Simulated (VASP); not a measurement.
Band structure of HfB$_{2}$ (AlB2 type). Computed with TPSS meta-GGA, VASP's PBE PAW potentials (set 64) (plane waves; VASP).

Unless said otherwise, spin-orbit coupling is left out, though it shifts the bands of the heavy elements here.

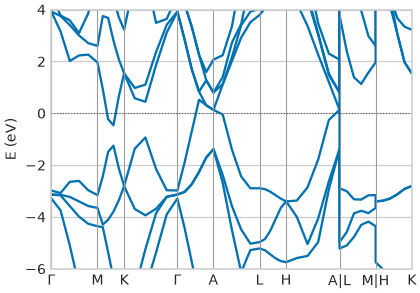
Figure. Bands along high-symmetry lines, zero at the valence-band maximum or, without a gap, the Fermi level

Question: Read the plot: is there a gap, and where are the band edges?

Answer: It has no gap at this level: it comes out as a metal or semimetal.

The compound is HfB2 in the AlB2 type structure. It was relaxed first.
